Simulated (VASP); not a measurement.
# PbF2 (Fluorocronite) with PBE: from relaxation to properties, part 2 of 5

What structure does PbF2 (Fluorocronite) take at this level, and what are its properties? The start is a cell from a database of measured crystal structures.

VASP 6.6.1; PBE; plane waves and PAW (Pb_d, F).

So far, gap on the k-mesh (eV): step 2 (full relaxation (PBE)) 4.46.

## Step 4: Single point with fields (PBE)

A single point on the relaxed cell gives a clean self-consistent state, with density, ELF and potential written out.

INCAR reads:

```
SYSTEM = PbF2
PREC = Accurate
ENCUT = 520
EDIFF = 1E-06
NELM = 100
ISMEAR = 0
SIGMA = 0.05
LREAL = .FALSE.
ALGO = Normal
GGA = PE
NBANDS = 20
LORBIT = 11
LWAVE = .FALSE.
LCHARG = .TRUE.
ISIF = 2
LELF = .TRUE.
LVHAR = .TRUE.
```

POSCAR reads:

```
PbF2
1.0
    0.0000000000      2.9964786990      2.9964786990
    2.9964786990      0.0000000000      2.9964786990
    2.9964786990      2.9964786990      0.0000000000
Pb F
1 2
Direct
    0.0000000000      0.0000000000      0.0000000000
    0.2500000000      0.2500000000      0.2500000000
    0.7500000000      0.7500000000      0.7500000000
```

KPOINTS reads:

```
Automatic mesh
0
Gamma
7 7 7
0 0 0
```

PAW data sets: Pb_d and F (PBE family, release 64).

Run with:

```console
$ mpirun -np 2 vasp_std
```

Log:

```text
[banner, memory and clock lines left out]
running    2 mpi-ranks, on    1 nodes
 distrk:  each k-point on    2 cores,    1 groups
 distr:  one band on    1 cores,    2 groups

 POSCAR found type information on POSCAR PbF
 POSCAR found :  2 types and       3 ions
 LDA part: xc-table for (Slater+PW92), standard interpolation
 POSCAR, INCAR and KPOINTS ok, starting setup
 FFT: planning ... GRIDC
 FFT: planning ... GRID_SOFT
 FFT: planning ... GRID
 WAVECAR not read
 entering main loop
       N       E                     dE             d eps       ncg     rms          rms(c)
DAV:   1     0.309387619549E+03    0.30939E+03   -0.14695E+04   804   0.157E+03
DAV:   2     0.147124374977E+02   -0.29468E+03   -0.27726E+03   836   0.437E+02
DAV:   3    -0.154885025749E+02   -0.30201E+02   -0.29745E+02   984   0.150E+02
[... 1 cycle as in an earlier step ...]
DAV:   5    -0.163546212351E+02   -0.25472E-01   -0.25470E-01  1004   0.477E+00    0.806E+00
DAV:   6    -0.143632963436E+02    0.19913E+01   -0.95903E+00  1092   0.243E+01    0.275E+00
DAV:   7    -0.143576412998E+02    0.56550E-02   -0.48222E-01   832   0.429E+00    0.159E+00
[... 1 cycle as in an earlier step ...]
DAV:   9    -0.143496283945E+02    0.31050E-02   -0.21945E-02  1012   0.107E+00    0.105E-01
[... 1 cycle as in an earlier step ...]
DAV:  11    -0.143507771263E+02    0.34811E-04   -0.16525E-04   928   0.124E-01    0.138E-02
DAV:  12    -0.143507899068E+02   -0.12781E-04   -0.76130E-05   888   0.827E-02    0.139E-02
DAV:  13    -0.143507863673E+02    0.35396E-05   -0.28541E-05  1044   0.511E-02    0.264E-03
DAV:  14    -0.143507863942E+02   -0.26952E-07   -0.13026E-06   740   0.809E-03
   1 F= -.14350786E+02 E0= -.14350786E+02  d E =-.233518E-11
```

Wall time 22 s (2 MPI ranks of AMD EPYC 7R43, shared host); peak memory 0.24 GiB; 41 s of CPU time.

Parts of OUTCAR (step 4):

```text
The static configuration has the point symmetry O_h .

 Found     20 irreducible k-points:

   NELECT =      28.0000    total number of electrons

 E-fermi :   1.7092

  Total        0.0198470      0.0198470      0.0198470      0.0000000      0.0000000      0.0000000
  in kB        0.5909374      0.5909374      0.5909374      0.0000000      0.0000000      0.0000000
  external PRESSURE =       0.5909374 kB  Pullay stress =       0.0000000 kB

 POSITION                                       TOTAL-FORCE (eV/Angst)
 -----------------------------------------------------------------------------------
      0.00000      0.00000      0.00000        -0.000000     -0.000000     -0.000000
      1.49824      1.49824      1.49824        -0.000000     -0.000000     -0.000000
      4.49472      4.49472      4.49472         0.000000      0.000000      0.000000
 -----------------------------------------------------------------------------------
    total drift:                                0.000000     -0.000000      0.000000

  FREE ENERGIE OF THE ION-ELECTRON SYSTEM (eV)
  ---------------------------------------------------
  free  energy   TOTEN  =       -14.3507863942 eV

  energy  without entropy=      -14.3507863942  energy(sigma->0) =      -14.35078639

[... 16 parts as in an earlier step ...]
```

This step gave:

```
SCF cycles : 14
```

Valence electrons inside each PAW sphere by angular momentum. Sphere charges, by row:

```csv
atom,s (e),p (e),d (e),tot (e)
Pb1,1.551,0.274,9.862,11.69
F2,1.741,4.32,0,6.062
F3,1.741,4.32,0,6.062
```

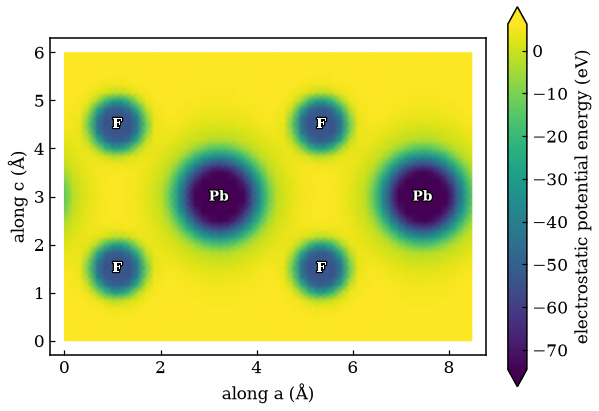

Electrostatic potential energy in the ac plane of a cell with a along [110], b along [-110] and c along [001] of the cube at fractional y = 0.000, with atoms of Pb and F within 0.2 Å of it. With pseudopotentials it is smooth inside the atoms' cores, unlike the true potential. The map starts off the cell's origin, so that atoms lie inside it.

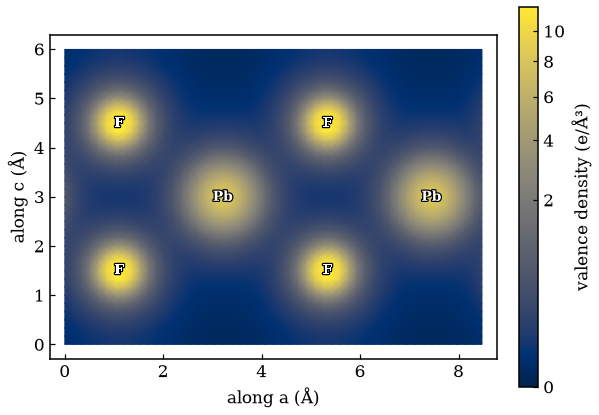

Valence density in the ac plane of a cell with a along [110], b along [-110] and c along [001] of the cube at fractional y = 0.000, with atoms of Pb and F within 0.2 Å of it. It is the smooth field of the valence electrons, not physical close to the nuclei. The map starts off the cell's origin, so that atoms lie inside it. The colour scale is stretched toward low values.

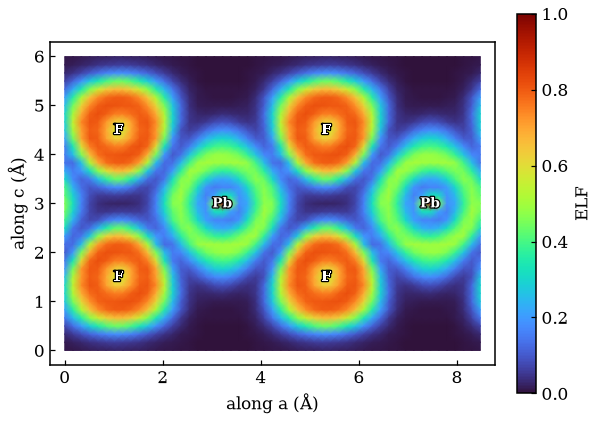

ELF in the ac plane of a cell with a along [110], b along [-110] and c along [001] of the cube at fractional y = 0.000, with atoms of Pb and F within 0.2 Å of it. It is the smooth field of the valence electrons, not physical close to the nuclei. The map starts off the cell's origin, so that atoms lie inside it.

In this run the pressure is 0.06 GPa, small enough to go on.

## Step 5: Bands along the symmetry lines (PBE)

Levels along the symmetry lines show where the bands peak and cross; KPOINTS_OPT computes them in the converged potential.

INCAR reads:

```
SYSTEM = PbF2
PREC = Accurate
ENCUT = 520
EDIFF = 1E-06
NELM = 100
ISMEAR = 0
SIGMA = 0.05
LREAL = .FALSE.
ALGO = Normal
GGA = PE
NBANDS = 27
LORBIT = 11
LWAVE = .FALSE.
LCHARG = .FALSE.
KPAR = 2
```

POSCAR is that of step 4.

KPOINTS is that of step 4.

KPOINTS_OPT reads:

```
Line mode
16
Line-mode
Reciprocal
  0.00000000   0.00000000   0.00000000 GAMMA
  0.50000000   0.00000000   0.50000000 X

  0.50000000   0.00000000   0.50000000 X
  0.50000000   0.25000000   0.75000000 W

  0.50000000   0.25000000   0.75000000 W
  0.37500000   0.37500000   0.75000000 K

  0.37500000   0.37500000   0.75000000 K
  0.00000000   0.00000000   0.00000000 GAMMA

  0.00000000   0.00000000   0.00000000 GAMMA
  0.50000000   0.50000000   0.50000000 L

  0.50000000   0.50000000   0.50000000 L
  0.62500000   0.25000000   0.62500000 U

  0.62500000   0.25000000   0.62500000 U
  0.50000000   0.25000000   0.75000000 W

  0.50000000   0.25000000   0.75000000 W
  0.50000000   0.50000000   0.50000000 L

  0.50000000   0.50000000   0.50000000 L
  0.37500000   0.37500000   0.75000000 K

  0.62500000   0.25000000   0.62500000 U
  0.50000000   0.00000000   0.50000000 X
```

Run with:

```console
$ mpirun -np 2 vasp_std
```

Log:

```text
[... set-up lines as in an earlier step ...]
 entering main loop
       N       E                     dE             d eps       ncg     rms          rms(c)
DAV:   1     0.297184972139E+03    0.29718E+03   -0.13760E+04  1080   0.117E+03
DAV:   2     0.110277650320E+02   -0.28616E+03   -0.25964E+03  1137   0.359E+02
DAV:   3    -0.156263785627E+02   -0.26654E+02   -0.26339E+02  1271   0.114E+02
DAV:   4    -0.163336282727E+02   -0.70725E+00   -0.70663E+00  1260   0.191E+01
DAV:   5    -0.163549897125E+02   -0.21361E-01   -0.21359E-01  1414   0.344E+00    0.808E+00
DAV:   6    -0.143661062126E+02    0.19889E+01   -0.74416E+00  1490   0.181E+01    0.273E+00
DAV:   7    -0.143592879695E+02    0.68182E-02   -0.43947E-01  1201   0.325E+00    0.160E+00
DAV:   8    -0.143539473115E+02    0.53407E-02   -0.11249E-01  1152   0.286E+00    0.617E-01
DAV:   9    -0.143496109296E+02    0.43364E-02   -0.18083E-02  1402   0.817E-01    0.109E-01
DAV:  10    -0.143508385353E+02   -0.12276E-02   -0.17369E-03  1134   0.327E-01    0.447E-02
DAV:  11    -0.143507773662E+02    0.61169E-04   -0.14837E-04  1245   0.978E-02    0.150E-02
DAV:  12    -0.143507852068E+02   -0.78406E-05   -0.38484E-05  1187   0.483E-02    0.762E-03
DAV:  13    -0.143507863743E+02   -0.11675E-05   -0.39641E-06  1185   0.156E-02    0.811E-04
DAV:  14    -0.143507864302E+02   -0.55911E-07   -0.12190E-07   961   0.242E-03
   1 F= -.14350786E+02 E0= -.14350786E+02  d E =-.256997E-12
 Start KPOINTS_OPT (optional k-point list driver)
k-point batch [1-20\160]
       N       E                     dE             ncg
DAV:   1     0.171631729052E+04   -0.98234E+04     1089
DAV:   2    -0.380210205974E+04   -0.55184E+04     1156
DAV:   3    -0.434137650300E+04   -0.53927E+03     1264
DAV:   4    -0.435614045985E+04   -0.14764E+02     1317
DAV:   5    -0.435654584690E+04   -0.40539E+00     1387
DAV:   6    -0.435656375917E+04   -0.17912E-01     1407
DAV:   7    -0.435656460138E+04   -0.84221E-03     1496
DAV:   8    -0.435656463139E+04   -0.30005E-04     1236
DAV:   9    -0.435656463215E+04   -0.76108E-06      868
[...]
k-point batch [141-160\160]
       N       E                     dE             ncg
DAV:   1     0.173314533611E+04   -0.17174E+05     1088
DAV:   2    -0.377042873231E+04   -0.55036E+04     1113
DAV:   3    -0.434159392682E+04   -0.57117E+03     1325
DAV:   4    -0.435730415786E+04   -0.15710E+02     1389
DAV:   5    -0.435774323151E+04   -0.43907E+00     1460
DAV:   6    -0.435775997574E+04   -0.16744E-01     1468
DAV:   7    -0.435776105303E+04   -0.10773E-02     1631
DAV:   8    -0.435776106200E+04   -0.89639E-05     1228
DAV:   9    -0.435776106219E+04   -0.19216E-06     1053
```

The job ended after 2.4 min (2 MPI ranks; peak memory 0.31 GiB; 4.7 min of CPU time).

From OUTCAR (step 5):

```text
   k-points           NKPTS =     20   k-points in BZ     NKDIM =     20   number of bands    NBANDS=     27

   NELECT =      28.0000    total number of electrons

 E-fermi :   1.7210

 k-point     1 :       0.0000    0.0000    0.0000
  band No.  band energies     occupation
    ...
     10      -0.7723      2.00000
     11      -0.7723      2.00000
     12      -0.2843      2.00000
     13      -0.2843      2.00000
     14      -0.2843      2.00000
     15       8.2285      0.00000
     16       8.2285      0.00000
     17       8.2285      0.00000
     18      12.0438      0.00000
     19      16.5681      0.00000
    ...

  Total        0.0191980      0.0191980      0.0191980      0.0000000      0.0000000      0.0000000
  in kB        0.5716146      0.5716146      0.5716146      0.0000000      0.0000000      0.0000000
  external PRESSURE =       0.5716146 kB  Pullay stress =       0.0000000 kB

 POSITION                                       TOTAL-FORCE (eV/Angst)
 -----------------------------------------------------------------------------------
      0.00000      0.00000      0.00000         0.000000     -0.000000     -0.000000
      1.49824      1.49824      1.49824        -0.000000     -0.000000     -0.000000
      4.49472      4.49472      4.49472         0.000000      0.000000      0.000000
 -----------------------------------------------------------------------------------
    total drift:                                0.000000     -0.000000      0.000000

  FREE ENERGIE OF THE ION-ELECTRON SYSTEM (eV)
  ---------------------------------------------------
  free  energy   TOTEN  =       -14.3507864302 eV

  energy  without entropy=      -14.3507864302  energy(sigma->0) =      -14.35078643

[... 8 parts as in an earlier step ...]

[... 8 further parts left out ...]
```

Spin-orbit coupling is off here; with elements this heavy it splits and shifts levels by tenths of an eV or more.

This step gave:

```yaml
bands: 27
fermi_energy: 1.721 eV
pressure: 0.05716 GPa
least_gap_on_mesh_and_path: 4.419 eV
least_direct_gap_on_mesh_and_path: 4.561 eV
valence_top_at_k: 0.5, 0.25, 0.75
conduction_bottom_at_k: 0.5, 0, 0.5
least_direct_gap_at_k: 0.5, 0, 0.5
```

Electronic bands along the path, in eV, zero at the valence-band top; v1 is the highest filled band, c1 the lowest empty one:

```csv
point,v4,v3,v2,v1,c1,c2,c3,c4
Γ,-2.26,-1.77,-1.77,-1.77,6.74,6.74,6.74,10.55
X,-1.38,-1.38,-1.37,-0.14,4.42,7.78,7.78,9.03
W,-2.45,-1.43,-1.32,0.00,6.01,6.01,7.43,10.16
K,-1.86,-1.52,-1.38,-0.03,5.29,6.62,7.77,9.87
Γ,-2.26,-1.77,-1.77,-1.77,6.74,6.74,6.74,10.55
L,-2.44,-1.94,-1.94,-0.01,5.03,7.56,7.56,13.17
U,-1.86,-1.52,-1.38,-0.03,5.29,6.62,7.77,9.87
W,-2.45,-1.43,-1.32,0.00,6.01,6.01,7.43,10.16
L,-2.44,-1.94,-1.94,-0.01,5.03,7.56,7.56,13.17
K,-1.86,-1.52,-1.38,-0.03,5.29,6.62,7.77,9.87
jump to U,-1.86,-1.52,-1.38,-0.03,5.29,6.62,7.77,9.87
X,-1.38,-1.38,-1.37,-0.14,4.42,7.78,7.78,9.03
```

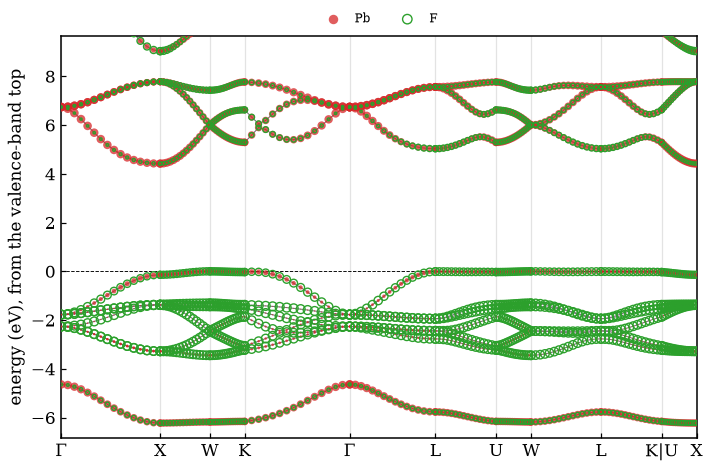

Electronic bands along the path; dots are coloured as in the legend, and their area grows with the weight.

The path lowers the gap by 0.05 eV against the mesh alone, so a band edge lies off the mesh.

## Step 6: Density of states (PBE)

Here the states are counted by energy and projected on the atoms. The mesh is finer than in the run before.

Changes to INCAR since step 5:

```diff
@@ -5,3 +5,3 @@
 NELM = 100
-ISMEAR = 0
+ISMEAR = -5
 SIGMA = 0.05
@@ -15 +15,2 @@
 KPAR = 2
+NEDOS = 2001
```

POSCAR is that of step 5.

KPOINTS reads:

```
Automatic mesh
0
Gamma
10 10 10
0 0 0
```

Run with:

```console
$ mpirun -np 2 vasp_std
```

Log:

```text
[... set-up lines as in an earlier step ...]
 entering main loop
       N       E                     dE             d eps       ncg     rms          rms(c)
DAV:   1     0.291507976431E+03    0.29151E+03   -0.13664E+04  2594   0.118E+03
DAV:   2     0.106718317101E+02   -0.28084E+03   -0.25586E+03  2699   0.359E+02
DAV:   3    -0.156309439976E+02   -0.26303E+02   -0.26012E+02  2971   0.113E+02
DAV:   4    -0.163338969773E+02   -0.70295E+00   -0.70237E+00  3048   0.189E+01
DAV:   5    -0.163549459074E+02   -0.21049E-01   -0.21047E-01  3295   0.342E+00    0.808E+00
DAV:   6    -0.143663652522E+02    0.19886E+01   -0.74611E+00  3531   0.181E+01    0.274E+00
DAV:   7    -0.143592003074E+02    0.71649E-02   -0.43747E-01  2770   0.325E+00    0.160E+00
DAV:   8    -0.143538019633E+02    0.53983E-02   -0.11197E-01  2730   0.286E+00    0.613E-01
DAV:   9    -0.143495347237E+02    0.42672E-02   -0.17867E-02  3256   0.812E-01    0.109E-01
DAV:  10    -0.143507633582E+02   -0.12286E-02   -0.17337E-03  2673   0.325E-01    0.447E-02
DAV:  11    -0.143507023071E+02    0.61051E-04   -0.14760E-04  2952   0.973E-02    0.150E-02
DAV:  12    -0.143507101618E+02   -0.78547E-05   -0.37911E-05  2818   0.478E-02    0.768E-03
DAV:  13    -0.143507113088E+02   -0.11470E-05   -0.38971E-06  2776   0.155E-02    0.785E-04
DAV:  14    -0.143507113637E+02   -0.54938E-07   -0.11927E-07  2327   0.242E-03
   1 F= -.14350711E+02 E0= -.14350711E+02  d E =0.000000E+00
```

The job ended after 58 s (2 MPI ranks; peak memory 0.34 GiB).

From OUTCAR (step 6):

```text
   k-points           NKPTS =     47   k-points in BZ     NKDIM =     47   number of bands    NBANDS=     27

   NELECT =      28.0000    total number of electrons

 E-fermi :   1.4917

 k-point     2 :       0.1000    0.0000    0.0000
  band No.  band energies     occupation
    ...
     10      -0.7903      2.00000
     11      -0.7903      2.00000
     12      -0.3005      2.00000
     13      -0.3005      2.00000
     14      -0.0322      2.00000
     15       7.8667      0.00000
     16       8.3056      0.00000
     17       8.3056      0.00000
     18      12.6443      0.00000
     19      16.2708      0.00000
    ...

  Total        0.0184587      0.0184587      0.0184587      0.0000000      0.0000000      0.0000000
  in kB        0.5496022      0.5496022      0.5496022      0.0000000      0.0000000      0.0000000
  external PRESSURE =       0.5496022 kB  Pullay stress =       0.0000000 kB

 POSITION                                       TOTAL-FORCE (eV/Angst)
 -----------------------------------------------------------------------------------
      0.00000      0.00000      0.00000         0.000000     -0.000000      0.000000
      1.49824      1.49824      1.49824         0.000000     -0.000000      0.000000
      4.49472      4.49472      4.49472        -0.000000      0.000000     -0.000000
 -----------------------------------------------------------------------------------
    total drift:                                0.000000     -0.000000      0.000000

  FREE ENERGIE OF THE ION-ELECTRON SYSTEM (eV)
  ---------------------------------------------------
  free  energy   TOTEN  =       -14.3507113637 eV

  energy  without entropy=      -14.3507113637  energy(sigma->0) =      -14.35071136

[... 9 parts as in an earlier step ...]

[... 7 further parts left out ...]
```

Numbers from this step:

- irreducible k-points: 47
- Fermi energy: 1.492 eV
- pressure: 0.05496 GPa
- valence top at k: -0.3, 0.4, 0.2
- conduction bottom at k: 0.5, 0.5, 0
- least direct gap at k: 0.5, 0.5, 0
- gap on the k-mesh: 4.426 eV
- least direct gap on the k-mesh: 4.561 eV

The density of states has structure finer than the step of the table below, so its rows give means over 2 eV, whole bins alone (the curve runs from -12.0 to 12.4 eV). Peaks (eV: height): total -2.6: 6.17, -1.5: 9.31, 0.0: 8.08, 7.6: 7.50; F p -2.6: 4.09, -1.4: 7.36, 0.0: 4.77, 7.6: 1.42; Pb p 5.3: 1.16, 7.1: 1.97, 7.6: 3.56; Pb s -6.1: 1.77, 0.0: 2.24; F s -5.8: 0.0374, 5.3: 0.121, 6.5: 0.0254.

States under -12.0 eV and over 12.4 eV are left out. Table of density of states by energy, zero at the valence-band top; means over each step; values in states/eV/cell:

```csv
energy (eV),total,F p,Pb p,Pb s,F s
-8,0,0,0,0,0
-6,0.978,0.168,3.5e-4,0.513,0.0134
-4,0.668,0.393,0.0361,0.0143,0.00209
-2,4.41,3.19,0.0932,0.0107,0.00501
0,0.945,0.569,0.00234,0.237,0.00299
2,0,0,0,0,0
4,0.135,0.00632,0.0514,0.00141,0.00673
6,1.38,0.184,0.522,0.0116,0.0385
8,1.48,0.237,0.715,3.2e-4,0.00362
10,0.493,0.0229,0.0514,6.7e-4,0.00172
```

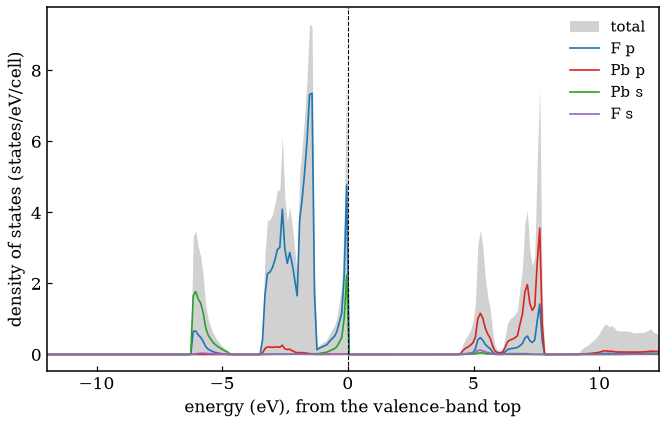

Density of states against energy.

The gap on this mesh is 4.43 eV. In the top eV of the valence band the largest shares in the PAW spheres are F p 60 % and Pb s 25 %; in the lowest eV of the conduction band, Pb p 34 % and F p 11 %. The rest lies in smaller channels or between the spheres.

(Continued in part 3 of 5.)

[Lines on the potential files, build, host, timing and source positions are cut from VASP's logs without a mark.]

[Logs are printed without paths, hosts, clocks, repeated set-up lines and the standing remarks that a program may print on its own settings, such as how far it seeks lower states.]

[Hosts, paths, dates, database ids (printed as entryN), source tags and the programs' standing remarks are cut or masked in the printed files.]

[Measured values are set beside computed ones only where the two were judged alike; some that the calculation misses by far are left out.]
